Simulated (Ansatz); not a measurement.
```xyz
14

Si   -1.2067   -0.3774   -0.4082
N    -0.1169   -0.0016    0.8975
H    -0.5581    0.1657   -1.6262
H    -2.4617    0.3284   -0.0503
N    -1.6102   -1.9987   -0.7646
H     2.4731    0.9435    0.1267
F     2.8297    0.0551    0.0653
H     0.7432    1.6341    0.5853
O     1.5265    2.1924    0.3666
H    -0.4859   -0.0779    1.8355
H     0.7991   -0.4405    0.8602
H    -2.2398   -2.5342   -0.1905
H    -0.9860   -2.5923   -1.2852
H     1.2936    2.7034   -0.4119
```

The reactant side of a reaction path; geometry: PBE0-D4/def2-TZVP.

Computed with Ansatz, RKS PBE0-D4/def2-TZVPP.

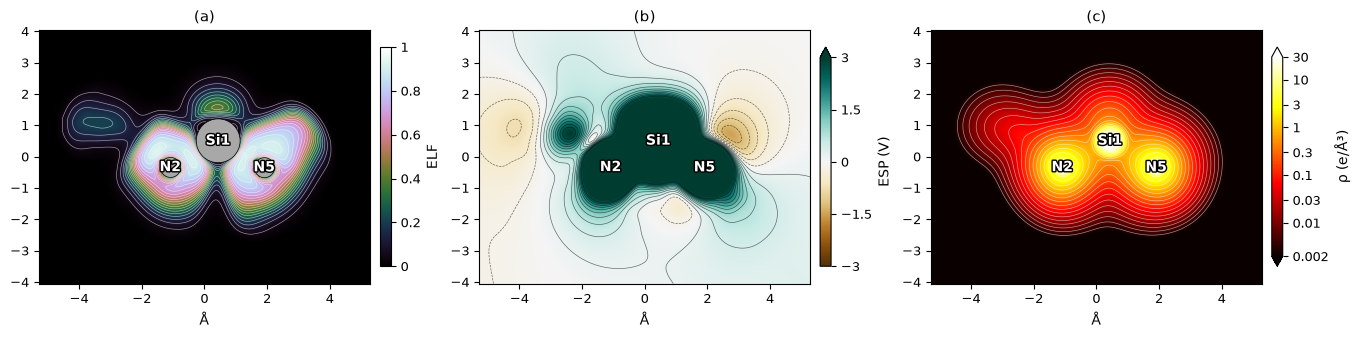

H$_{6}$N$_{2}$Si···HF···H$_{2}$O. (a) electron localisation function; (b) electrostatic potential; (c) total electron density on the plane of atoms N2, Si1 and N5. Grey discs cover the atomic cores in the ELF map.

**Describe what can be read from this map.**

- The plane passes through Si and N nuclei.
- Si–N (1.71 Å): ρ at the midpoint is about 1.1 e/Å³; the ELF peaks at about 0.95 between the atoms: a shared but strongly polarised pair.
- The ELF also peaks beside N2 and N5, away from the bonds: lone-pair regions.
- Outside the dense part of the complex the potential is most negative (−1.5 V) near N5.
